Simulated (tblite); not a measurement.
**Geometry relaxation of C8H6 (part 1 of 2)**

System: C8H6.
Method: GFN2-xTB geometry optimisation, gas phase (tblite 0.8.0).

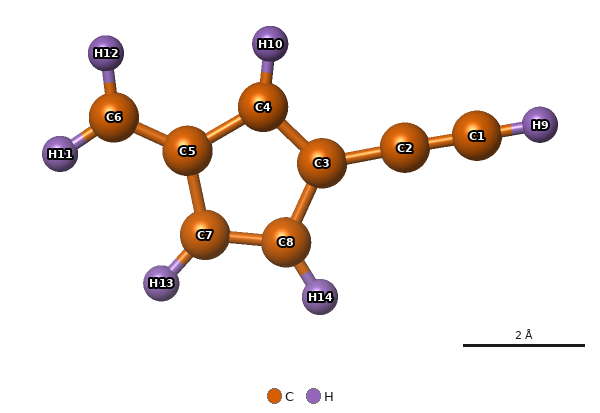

**Figure 1.** The input geometry (ball-and-stick view, seen on its broad side; atoms are numbered from 1 in the order of the input). Bond lengths as drawn: C–C 1.21 to 1.46 Å and C–H 1.06 to 1.09 Å.

### Key numbers

| quantity | value |
| --- | --- |
| outcome | converged |
| total energy | −545.5468 eV |
| hardware | 1 CPU thread, shared host |
| peak memory | 0.18 GiB |

### Input file
```
{"job": {"kind": "relax", "xc": "GFN2-xTB", "basis": "xTB"}, "charge": 0, "multiplicity": 1}
C      3.529400    -0.128800    -0.187300
C      2.321900    -0.101900    -0.071500
C      0.932300    -0.087600     0.089400
C      0.038100     0.319000    -0.852100
C     -1.274300     0.160100    -0.240200
C     -2.442200     0.444900    -0.838700
C     -1.103200    -0.345900     1.093600
C      0.224500    -0.488600     1.292800
H      4.584900    -0.146500    -0.295900
H      0.245400     0.669200    -1.832900
H     -3.383500     0.303100    -0.320700
H     -2.482400     0.823200    -1.849600
H     -1.896200    -0.566000     1.809900
H      0.704500    -0.854500     2.181000
```

The first line tells a small driver script what to run in tblite; the rest is the geometry in Å.

Launched with:
```bash
OMP_NUM_THREADS=1 python <driver script> task.json out
```

### The program's output
```
step      E/eV     max force
  0    -545.48389    1.570
  1    -545.50146    2.639
  2    -545.51915    1.510
  3    -545.53485    0.572
  4    -545.53938    0.164
  5    -545.54152    0.106
  6    -545.54432    0.150
  7    -545.54480    0.062
  8    -545.54510    0.051
  9    -545.54544    0.049
 10    -545.54560    0.035
 11    -545.54565    0.021
 12    -545.54568    0.018
 13    -545.54572    0.027
 14    -545.54577    0.026
 15    -545.54582    0.019
 16    -545.54587    0.025
 17    -545.54595    0.037
 18    -545.54606    0.047
 19    -545.54622    0.049
 20    -545.54638    0.042
 21    -545.54651    0.025
 22    -545.54660    0.029
 23    -545.54666    0.029
 24    -545.54669    0.021
 25    -545.54672    0.014
 26    -545.54675    0.021
 27    -545.54678    0.017
 28    -545.54679    0.008
```

### Trajectory as extended XYZ (Å, eV, eV/Å), 29 frames, from step=0 to step=28
```
14
Properties=species:S:1:pos:R:3:forces:R:3 step=0 energy=-545.48389
C     3.5294   -0.1288   -0.1873   -0.7010   0.0130   0.0830
C     2.3219   -0.1019   -0.0715    1.3860  -0.1080   0.0340
C     0.9323   -0.0876    0.0894    0.2310   0.2550  -0.5360
C     0.0381    0.3190   -0.8521   -0.0760  -0.3990   0.9640
C    -1.2743    0.1601   -0.2402   -0.8990   0.5060  -1.1830
C    -2.4422    0.4449   -0.8387   -0.0520  -0.0430   0.1350
C    -1.1032   -0.3459    1.0936    0.4600  -0.3340   0.9030
C     0.2245   -0.4886    1.2928   -0.4300  -0.1910   0.3730
H     4.5849   -0.1465   -0.2959   -0.4650   0.0160   0.0280
H     0.2454    0.6692   -1.8329   -0.0240   0.1210  -0.3130
H    -3.3835    0.3031   -0.3207    0.1480   0.0430  -0.1500
H    -2.4824    0.8232   -1.8496   -0.0330  -0.0380   0.1080
H    -1.8962   -0.5660    1.8099    0.3520   0.1520  -0.4730
H     0.7045   -0.8545    2.1810    0.1030   0.0060   0.0280
14
Properties=species:S:1:pos:R:3:forces:R:3 step=1 energy=-545.50146
C     3.5194   -0.1287   -0.1861    2.6270  -0.0560  -0.2450
C     2.3418   -0.1035   -0.0710   -2.3790  -0.0040   0.3450
C     0.9356   -0.0839    0.0817    0.5740  -0.0660   0.2220
C     0.0370    0.3133   -0.8384   -0.1400   0.1080  -0.3590
C    -1.2872    0.1673   -0.2571    0.2890  -0.1520   0.4050
C    -2.4429    0.4443   -0.8368   -0.7060   0.1960  -0.4120
C    -1.0966   -0.3507    1.1065   -0.0400   0.1130  -0.2490
C     0.2184   -0.4913    1.2981    0.2850  -0.1060   0.0880
H     4.5782   -0.1462   -0.2955   -0.5470   0.0120   0.0490
H     0.2451    0.6709   -1.8374   -0.1150  -0.0760   0.2330
H    -3.3814    0.3037   -0.3228    0.0200   0.0220  -0.0710
H    -2.4829    0.8226   -1.8480   -0.0770  -0.0240   0.0750
H    -1.8912   -0.5639    1.8032    0.0880   0.0530  -0.1640
H     0.7060   -0.8544    2.1814    0.1230  -0.0190   0.0830
14
Properties=species:S:1:pos:R:3:forces:R:3 step=2 energy=-545.51915
C     3.5371   -0.1290   -0.1876   -1.5000   0.0250   0.1680
C     2.3299   -0.1041   -0.0680    1.3700  -0.0670  -0.0500
C     0.9416   -0.0831    0.0806   -0.1010  -0.1060   0.3890
C     0.0355    0.3120   -0.8360   -0.1090   0.1640  -0.4870
C    -1.2898    0.1689   -0.2604    0.2930  -0.2150   0.5630
C    -2.4490    0.4456   -0.8394   -0.3690   0.1280  -0.2810
C    -1.0944   -0.3516    1.1095   -0.0560   0.2150  -0.5350
C     0.2183   -0.4933    1.3009    0.3830  -0.0440  -0.0520
H     4.5711   -0.1461   -0.2949    0.3520  -0.0040  -0.0420
H     0.2440    0.6709   -1.8372   -0.1240  -0.1000   0.2960
H    -3.3804    0.3041   -0.3242   -0.1370   0.0060  -0.0020
H    -2.4837    0.8222   -1.8468   -0.1060   0.0270  -0.0580
H    -1.8885   -0.5626    1.7992   -0.0320   0.0120  -0.0350
H     0.7076   -0.8545    2.1822    0.1370  -0.0400   0.1250
14
Properties=species:S:1:pos:R:3:forces:R:3 step=3 energy=-545.53485
C     3.5309   -0.1290   -0.1868   -0.0730  -0.0020   0.0250
C     2.3340   -0.1045   -0.0677    0.1570  -0.0470   0.0850
C     0.9415   -0.0847    0.0857   -0.1130   0.0760  -0.1120
C     0.0343    0.3145   -0.8432    0.1060  -0.1500   0.3310
C    -1.2846    0.1655   -0.2519   -0.4650   0.1450  -0.2990
C    -2.4539    0.4473   -0.8432    0.3100  -0.0850   0.1970
C    -1.0960   -0.3487    1.1022    0.2060  -0.0070   0.0170
C     0.2234   -0.4935    1.2998    0.0060  -0.0280  -0.0250
H     4.5741   -0.1461   -0.2953    0.0010   0.0030  -0.0090
H     0.2426    0.6696   -1.8333   -0.0690   0.0140  -0.0220
H    -3.3819    0.3041   -0.3241   -0.1620   0.0100  -0.0080
H    -2.4848    0.8225   -1.8474   -0.0970   0.0560  -0.1390
H    -1.8894   -0.5627    1.7995    0.0740   0.0490  -0.1500
H     0.7089   -0.8549    2.1835    0.1220  -0.0340   0.1080
14
Properties=species:S:1:pos:R:3:forces:R:3 step=4 energy=-545.53938
C     3.5305   -0.1290   -0.1865    0.1280  -0.0060   0.0050
C     2.3356   -0.1052   -0.0665   -0.0960  -0.0340   0.0930
C     0.9406   -0.0840    0.0851    0.0580   0.0170  -0.0050
C     0.0353    0.3131   -0.8403   -0.0360  -0.0440   0.0840
C    -1.2894    0.1668   -0.2543    0.0490   0.0110  -0.0190
C    -2.4514    0.4467   -0.8417   -0.1480   0.0330  -0.0560
C    -1.0937   -0.3484    1.1015    0.0810   0.0040  -0.0020
C     0.2241   -0.4940    1.2996    0.0440  -0.0400   0.0250
H     4.5740   -0.1461   -0.2954   -0.0140   0.0010  -0.0050
H     0.2416    0.6696   -1.8330   -0.0690  -0.0110   0.0460
H    -3.3839    0.3043   -0.3242   -0.0810   0.0190  -0.0420
H    -2.4861    0.8231   -1.8490   -0.0860   0.0190  -0.0400
H    -1.8884   -0.5620    1.7975    0.0790   0.0440  -0.1370
H     0.7106   -0.8554    2.1850    0.0910  -0.0140   0.0530
14
Properties=species:S:1:pos:R:3:forces:R:3 step=5 energy=-545.54152
C     3.5312   -0.1291   -0.1862    0.0570  -0.0050   0.0120
C     2.3361   -0.1060   -0.0645   -0.0520  -0.0240   0.0690
C     0.9415   -0.0835    0.0849    0.0590  -0.0210   0.0680
C     0.0348    0.3119   -0.8380   -0.0370   0.0190  -0.0670
C    -1.2904    0.1675   -0.2555    0.0420  -0.0140   0.0410
C    -2.4536    0.4472   -0.8424   -0.0850   0.0260  -0.0480
C    -1.0914   -0.3482    1.1013    0.0310   0.0210  -0.0500
C     0.2253   -0.4950    1.3001    0.0870  -0.0340   0.0330
H     4.5736   -0.1460   -0.2955    0.0270  -0.0010  -0.0060
H     0.2400    0.6694   -1.8320   -0.0670  -0.0240   0.0790
H    -3.3859    0.3047   -0.3251   -0.0840   0.0180  -0.0370
H    -2.4880    0.8236   -1.8501   -0.0860   0.0140  -0.0290
H    -1.8867   -0.5610    1.7943    0.0390   0.0280  -0.0870
H     0.7128   -0.8558    2.1865    0.0680  -0.0030   0.0210
14
Properties=species:S:1:pos:R:3:forces:R:3 step=6 energy=-545.54432
C     3.5326   -0.1294   -0.1852   -0.0350  -0.0030   0.0210
C     2.3373   -0.1083   -0.0593    0.0530  -0.0040   0.0140
C     0.9440   -0.0831    0.0867   -0.0520  -0.0280   0.0330
C     0.0335    0.3102   -0.8358    0.0180   0.0230  -0.0410
C    -1.2932    0.1686   -0.2571    0.1200  -0.0400   0.0810
C    -2.4577    0.4483   -0.8440   -0.0600   0.0180  -0.0340
C    -1.0863   -0.3472    1.0991    0.0110   0.0090  -0.0410
C     0.2299   -0.4977    1.3019    0.0170   0.0100   0.0020
H     4.5739   -0.1460   -0.2959    0.0620  -0.0040  -0.0040
H     0.2353    0.6683   -1.8280   -0.0280  -0.0010   0.0070
H    -3.3920    0.3058   -0.3274   -0.0340   0.0210  -0.0470
H    -2.4939    0.8250   -1.8532   -0.0700  -0.0050   0.0200
H    -1.8827   -0.5585    1.7865   -0.0320  -0.0040   0.0110
H     0.7187   -0.8566    2.1898    0.0290   0.0080  -0.0230
14
Properties=species:S:1:pos:R:3:forces:R:3 step=7 energy=-545.54480
C     3.5329   -0.1295   -0.1847    0.0000  -0.0040   0.0170
C     2.3378   -0.1089   -0.0579    0.0090   0.0000   0.0090
C     0.9435   -0.0833    0.0872    0.0350  -0.0300   0.0240
C     0.0337    0.3099   -0.8353    0.0000   0.0290  -0.0540
C    -1.2925    0.1685   -0.2566    0.0070  -0.0040   0.0000
C    -2.4590    0.4486   -0.8446    0.0350  -0.0090   0.0220
C    -1.0848   -0.3468    1.0980   -0.0380  -0.0120   0.0200
C     0.2311   -0.4981    1.3022    0.0130   0.0070   0.0180
H     4.5749   -0.1460   -0.2961    0.0360  -0.0040   0.0010
H     0.2338    0.6681   -1.8272   -0.0160   0.0050  -0.0090
H    -3.3941    0.3064   -0.3287   -0.0200   0.0200  -0.0430
H    -2.4963    0.8253   -1.8537   -0.0580  -0.0060   0.0220
H    -1.8823   -0.5579    1.7849   -0.0210  -0.0030   0.0090
H     0.7206   -0.8568    2.1903    0.0180   0.0120  -0.0350
14
Properties=species:S:1:pos:R:3:forces:R:3 step=8 energy=-545.54510
C     3.5332   -0.1296   -0.1842    0.0290  -0.0050   0.0130
C     2.3382   -0.1091   -0.0570    0.0100   0.0000   0.0050
C     0.9438   -0.0839    0.0878    0.0130  -0.0100  -0.0130
C     0.0339    0.3102   -0.8357    0.0190   0.0050   0.0020
C    -1.2920    0.1684   -0.2565   -0.0190   0.0030  -0.0140
C    -2.4591    0.4487   -0.8444    0.0370  -0.0110   0.0260
C    -1.0846   -0.3469    1.0980   -0.0080  -0.0130   0.0220
C     0.2317   -0.4981    1.3026   -0.0220   0.0130  -0.0010
H     4.5759   -0.1461   -0.2961    0.0070  -0.0040   0.0050
H     0.2328    0.6682   -1.8271   -0.0060   0.0120  -0.0290
H    -3.3953    0.3070   -0.3300   -0.0070   0.0160  -0.0350
H    -2.4984    0.8254   -1.8536   -0.0450  -0.0070   0.0240
H    -1.8824   -0.5577    1.7842   -0.0260  -0.0060   0.0170
H     0.7218   -0.8566    2.1900    0.0190   0.0070  -0.0220
14
Properties=species:S:1:pos:R:3:forces:R:3 step=9 energy=-545.54544
C     3.5341   -0.1299   -0.1832    0.0360  -0.0050   0.0110
C     2.3390   -0.1094   -0.0560    0.0110  -0.0020   0.0020
C     0.9442   -0.0847    0.0880    0.0060   0.0130  -0.0410
C     0.0346    0.3106   -0.8361    0.0180  -0.0170   0.0420
C    -1.2914    0.1681   -0.2563   -0.0350   0.0090  -0.0240
C    -2.4587    0.4485   -0.8439    0.0190  -0.0090   0.0200
C    -1.0846   -0.3473    1.0983   -0.0130  -0.0090   0.0210
C     0.2318   -0.4978    1.3029   -0.0160   0.0070  -0.0110
H     4.5773   -0.1463   -0.2961   -0.0150  -0.0030   0.0090
H     0.2316    0.6685   -1.8277    0.0030   0.0130  -0.0320
H    -3.3968    0.3080   -0.3323    0.0060   0.0070  -0.0140
H    -2.5019    0.8252   -1.8528   -0.0210  -0.0040   0.0140
H    -1.8833   -0.5577    1.7840   -0.0150  -0.0040   0.0110
H     0.7235   -0.8563    2.1891    0.0160   0.0040  -0.0090
14
Properties=species:S:1:pos:R:3:forces:R:3 step=10 energy=-545.54560
C     3.5350   -0.1301   -0.1824    0.0230  -0.0050   0.0110
C     2.3398   -0.1096   -0.0554    0.0060  -0.0030  -0.0010
C     0.9446   -0.0851    0.0877    0.0100   0.0150  -0.0250
C     0.0352    0.3107   -0.8361    0.0010  -0.0120   0.0190
C    -1.2912    0.1680   -0.2563   -0.0260   0.0050  -0.0110
C    -2.4585    0.4484   -0.8434   -0.0010  -0.0020   0.0040
C    -1.0851   -0.3476    1.0988    0.0160  -0.0030   0.0060
C     0.2317   -0.4975    1.3030   -0.0260   0.0060  -0.0230
H     4.5780   -0.1465   -0.2959   -0.0110  -0.0030   0.0100
H     0.2310    0.6689   -1.8285    0.0030   0.0050  -0.0110
H    -3.3976    0.3088   -0.3340    0.0060  -0.0010   0.0070
H    -2.5044    0.8250   -1.8520   -0.0040   0.0000   0.0030
H    -1.8842   -0.5578    1.7842   -0.0110  -0.0040   0.0100
H     0.7248   -0.8559    2.1882    0.0140   0.0020  -0.0010
14
Properties=species:S:1:pos:R:3:forces:R:3 step=11 energy=-545.54565
C     3.5355   -0.1303   -0.1820    0.0080  -0.0040   0.0110
C     2.3402   -0.1097   -0.0553    0.0050  -0.0030  -0.0020
C     0.9451   -0.0851    0.0873   -0.0050   0.0140  -0.0150
C     0.0353    0.3107   -0.8360   -0.0030  -0.0070   0.0060
C    -1.2914    0.1680   -0.2564   -0.0070   0.0010  -0.0010
C    -2.4584    0.4483   -0.8432   -0.0110   0.0010  -0.0030
C    -1.0851   -0.3478    1.0990   -0.0140   0.0020  -0.0010
C     0.2314   -0.4973    1.3027    0.0140  -0.0030  -0.0070
H     4.5782   -0.1466   -0.2956    0.0020  -0.0030   0.0100
H     0.2308    0.6691   -1.8289    0.0010   0.0010  -0.0010
H    -3.3977    0.3090   -0.3345    0.0010  -0.0040   0.0140
H    -2.5053    0.8249   -1.8516    0.0010   0.0020  -0.0040
H    -1.8847   -0.5579    1.7844    0.0010  -0.0020   0.0020
H     0.7255   -0.8558    2.1878    0.0050   0.0060  -0.0100
14
Properties=species:S:1:pos:R:3:forces:R:3 step=12 energy=-545.54568
C     3.5359   -0.1304   -0.1816   -0.0030  -0.0040   0.0120
C     2.3405   -0.1098   -0.0553    0.0010  -0.0010  -0.0030
C     0.9452   -0.0848    0.0869    0.0000   0.0050   0.0020
C     0.0353    0.3106   -0.8360   -0.0110   0.0020  -0.0140
C    -1.2916    0.1680   -0.2564    0.0020  -0.0020   0.0040
C    -2.4586    0.4483   -0.8432   -0.0110   0.0020  -0.0050
C    -1.0853   -0.3478    1.0991    0.0030   0.0020  -0.0040
C     0.2314   -0.4973    1.3024    0.0030  -0.0010  -0.0080
H     4.5782   -0.1467   -0.2954    0.0110  -0.0040   0.0100
H     0.2308    0.6691   -1.8290   -0.0010  -0.0010   0.0060
H    -3.3977    0.3090   -0.3343   -0.0020  -0.0040   0.0160
H    -2.5056    0.8249   -1.8515    0.0010   0.0030  -0.0050
H    -1.8849   -0.5580    1.7846    0.0030  -0.0020   0.0010
H     0.7258   -0.8556    2.1875    0.0050   0.0060  -0.0100
14
Properties=species:S:1:pos:R:3:forces:R:3 step=13 energy=-545.54572
C     3.5362   -0.1307   -0.1809   -0.0090  -0.0030   0.0110
C     2.3408   -0.1099   -0.0553   -0.0030   0.0010  -0.0050
C     0.9453   -0.0844    0.0865   -0.0020  -0.0040   0.0110
C     0.0350    0.3105   -0.8361   -0.0110   0.0080  -0.0230
C    -1.2920    0.1680   -0.2565    0.0080  -0.0040   0.0060
C    -2.4590    0.4483   -0.8432   -0.0080   0.0020  -0.0030
C    -1.0855   -0.3478    1.0991    0.0050   0.0020  -0.0070
C     0.2315   -0.4973    1.3019    0.0030   0.0010  -0.0020
H     4.5785   -0.1469   -0.2949    0.0150  -0.0050   0.0100
H     0.2308    0.6692   -1.8291   -0.0040  -0.0020   0.0060
H    -3.3977    0.3089   -0.3338   -0.0040  -0.0030   0.0130
H    -2.5058    0.8250   -1.8516   -0.0010   0.0020  -0.0040
H    -1.8850   -0.5581    1.7848    0.0080  -0.0010  -0.0020
H     0.7262   -0.8553    2.1870    0.0020   0.0060  -0.0120
14
Properties=species:S:1:pos:R:3:forces:R:3 step=14 energy=-545.54577
C     3.5369   -0.1312   -0.1795   -0.0130  -0.0020   0.0090
C     2.3412   -0.1101   -0.0555   -0.0080   0.0060  -0.0070
C     0.9454   -0.0837    0.0857   -0.0030  -0.0130   0.0140
C     0.0345    0.3103   -0.8365   -0.0060   0.0120  -0.0220
C    -1.2925    0.1680   -0.2565    0.0110  -0.0040   0.0020
C    -2.4597    0.4483   -0.8433   -0.0010   0.0000   0.0020
C    -1.0855   -0.3478    1.0990    0.0080   0.0000  -0.0080
C     0.2316   -0.4972    1.3009    0.0000   0.0040   0.0040
H     4.5792   -0.1474   -0.2937    0.0110  -0.0060   0.0120
H     0.2306    0.6694   -1.8292   -0.0070   0.0000   0.0000
H    -3.3980    0.3087   -0.3328   -0.0040  -0.0010   0.0080
H    -2.5065    0.8251   -1.8517   -0.0040  -0.0010   0.0020
H    -1.8850   -0.5583    1.7851    0.0140   0.0000  -0.0060
H     0.7272   -0.8547    2.1858    0.0010   0.0040  -0.0100
```
